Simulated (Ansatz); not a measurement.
C₂H₈GeSi₂ (SMILES C=[C]1[SiH2][SiH2][GeH2]1)

Input file:

```
crystal:
  periodic: [false, false, false]
  atoms:
    - {symbol: C, position_ang: [-1.774609, 0.358906, -0.407348]}
    - {symbol: C, position_ang: [-0.833246, 0.409141, 0.545153]}
    - {symbol: Ge, position_ang: [0.171345, -1.113615, 1.354311]}
    - {symbol: Si, position_ang: [-0.131315, 1.931596, 1.452720]}
    - {symbol: Si, position_ang: [1.305943, 0.531600, 2.716915]}
    - {symbol: H, position_ang: [-2.272251, 1.261426, -0.787954]}
    - {symbol: H, position_ang: [-2.104451, -0.583802, -0.863453]}
    - {symbol: H, position_ang: [-1.162059, 2.679126, 2.236952]}
    - {symbol: H, position_ang: [0.548562, 2.901841, 0.540228]}
    - {symbol: H, position_ang: [1.047164, 0.457006, 4.184351]}
    - {symbol: H, position_ang: [2.770457, 0.683323, 2.475893]}
    - {symbol: H, position_ang: [-0.752385, -2.120943, 2.077727]}
    - {symbol: H, position_ang: [1.021258, -1.885243, 0.318125]}
basis:
  gaussian: {orbitals: def2-SVPD}
hamiltonian: {xc: {name: PBE0}}
output: {forces: true, orbitals: {seedname: orbitals}}
```

Command:

```sh
ansatz run input.yaml --threads 4 --pin off --max-ram 7830MiB --events-out events.jsonl --progress --plain --runs-dir runs
```

Geometry: B3LYP-D3(BJ)/def2-SVP.

Computed with Ansatz 0.2.0, isolated molecule in a Gaussian basis; Kohn-Sham density functional theory, functional PBE0.

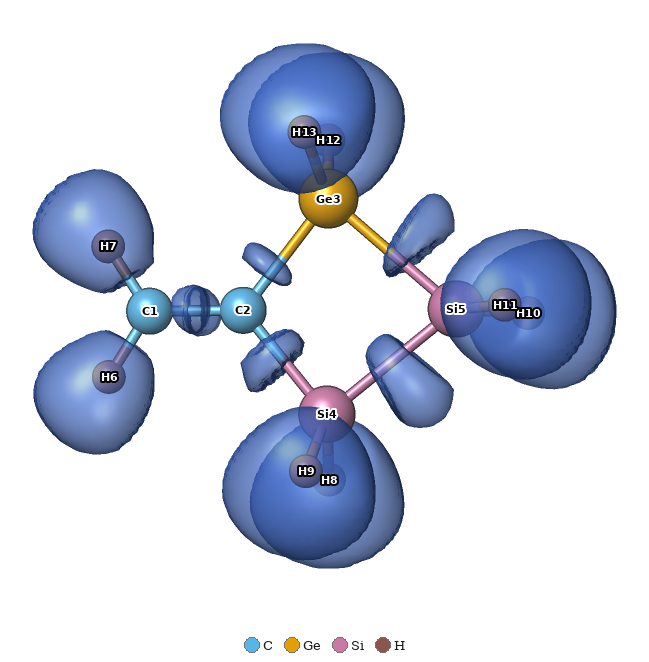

Figure 1. Isosurface of the electron localisation function at 0.85 (blue), seen across its widest extent. Core shells and regions of very low density are left out.

### What do the ELF domains correspond to?

The ELF exceeds this value in one region between bonded C–C atoms (shared pairs), one region between bonded C–Si atoms (shared pairs), one region between bonded Si–Si atoms (shared pairs), eight regions around hydrogen nuclei, one lobe of the valence shell of C pointing towards Ge (polar bonds) and one region on Si in which the atom's valence shell and bonds are merged.


C–C (1.34 Å): the ELF peaks at about 0.90 between the atoms; a multiple bond. C–Si (1.91 Å): the ELF peaks at about 0.95 between the atoms: a covalent bond.

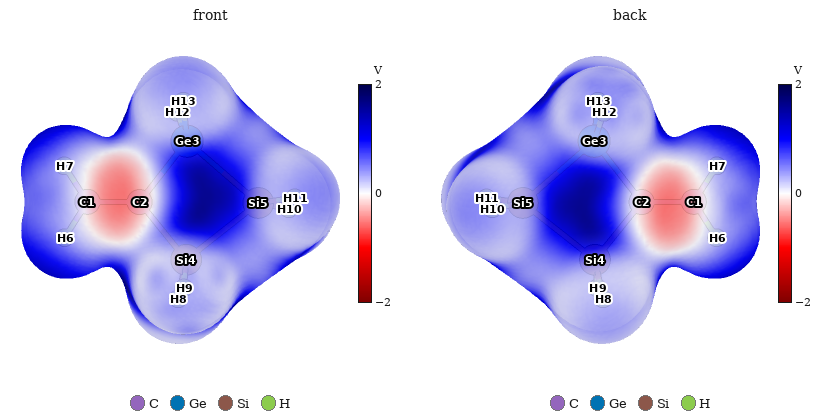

Figure 2. The molecular electrostatic potential painted on the density surface at 0.004 e/bohr³, seen from the front and from behind; red is negative and blue positive.

### Where is the surface potential most negative and most positive?

The most negative region (about −0.5 V) lies over the π face of C1 and C2, the most positive (about +1.6 V) over Ge3, Si4 and Si5.

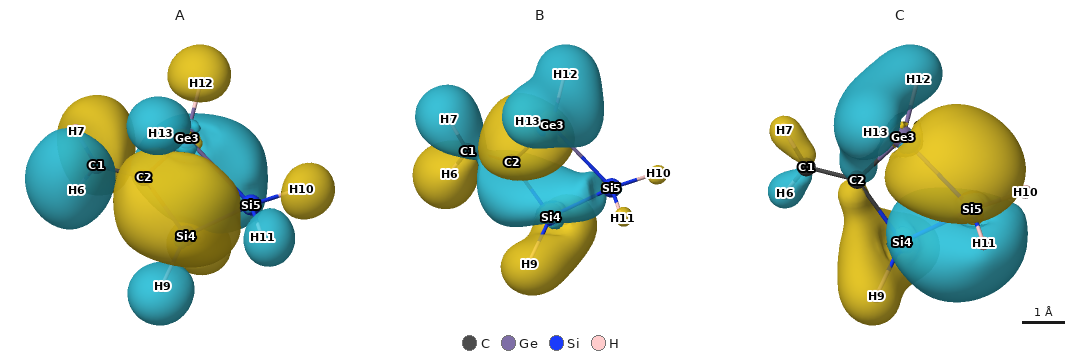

Figure 3. Three frontier orbitals at ±0.06 Å⁻³ᐟ² (yellow and cyan are the two phases), in no order.

### Order the three orbitals by energy and name them.

B is the HOMO−1 (−7.80 eV). Its weight (Hirshfeld) is mainly on C2 (about 30 %), Ge3 (about 20 %), Si4 (about 15 %) and C1 (about 10 %). C is the HOMO (−7.31 eV). By Hirshfeld shares it lies mainly on Si5 (about 40 %), Ge3 (about 25 %) and Si4 (about 20 %). A is the LUMO (−1.50 eV). Its weight (Hirshfeld) is mainly on C1 (about 25 %), C2 (about 15 %), Si4 (about 15 %), Ge3 (about 15 %) and Si5 (about 10 %).

### What is the HOMO–LUMO gap?

5.81 eV between the orbital energies.
